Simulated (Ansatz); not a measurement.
```yaml
crystal:
  lattice:
    - [4.92483, 0.00000, 0.00000]
    - [0.00000, 4.92483, 0.00000]
    - [0.00000, 0.00000, 4.92483]
  atoms:
    - { symbol: Mo, position: [0.00000, 0.00000, 0.00000] }
    - { symbol: Mo, position: [0.50000, 0.50000, 0.50000] }
    - { symbol: S, position: [0.25000, 0.00000, 0.50000] }
    - { symbol: S, position: [0.50000, 0.75000, 0.00000] }
    - { symbol: S, position: [0.75000, 0.00000, 0.50000] }
    - { symbol: S, position: [0.50000, 0.25000, 0.00000] }
    - { symbol: S, position: [0.00000, 0.50000, 0.75000] }
    - { symbol: S, position: [0.00000, 0.50000, 0.25000] }
```

Space group Pm-3n; a structure generated by program, which may or may not match a known phase; computed without spin polarisation.

The calculation used DFT PBE, scalar-relativistic, plane waves, PAW in Ansatz.

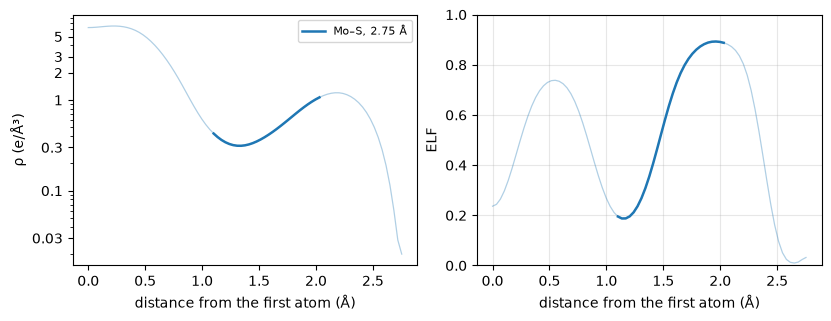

MoS3. Valence pseudo-density and electron localisation function along straight lines between neighbouring atoms. Thin, pale parts lie inside the atomic spheres.

The density is the valence pseudo-density of a PAW calculation; it isn't the true density close to the nuclei.

What can be read from the curves?

Answer. Mo–S (2.75 Å): ρ is about 0.32 e/Å³ halfway; the ELF peaks at about 0.90 in the valence shell of S, 0.8 Å from its nucleus, and is about 0.35 at the midpoint.
